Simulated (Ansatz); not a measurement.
The figure comes from a scan of Ce (fcc, Cu type): the crystal slips on the {111} plane by s times a lattice vector of 5.80 Å, atoms relaxing along the normal only, γ being the energy change per area. The numbers are results of PBE (plane waves to 420 eV, PAW, scalar-relativistic; Ansatz, a first-principles code), not measurements. k mesh 13×13×3 (Γ-centred), Fermi-Dirac smearing 0.05 eV. Energies are extrapolated to zero smearing. With partly filled bands, the k mesh leaves noise in γ, roughly 0.02 J/m² as judged from a few cases. Faults lie only 16.4 Å apart, and holding the cell height raises γ above its relaxed value. Left out: 5 of 12 points, with atoms too close for the PAW data. Ce is run without spin polarisation. Ce was relaxed with its symmetry unable to fall. The relaxed volume of Ce is well below the measured one. The filling of the f shell was not checked against other fillings, so treat energies with care. The zero of γ is zero shift.

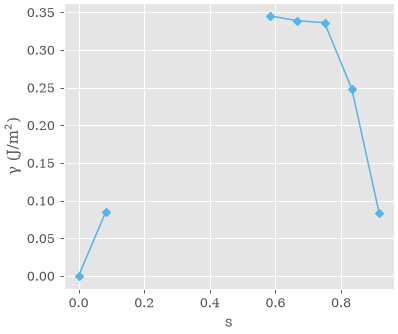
Figure. γ (J/m²) against s; computed points joined by lines.

Task: List the plotted points as numbers.

Result: To the nearest 0.01:

```tsv
s	γ (J/m²)
0.000	0.00
0.083	0.09
0.583	0.35
0.667	0.34
0.750	0.34
0.833	0.25
0.917	0.08
```

(The slope of γ gives the shear force per area between the displaced halves; near zero shift its curvature is an elastic stiffness.)
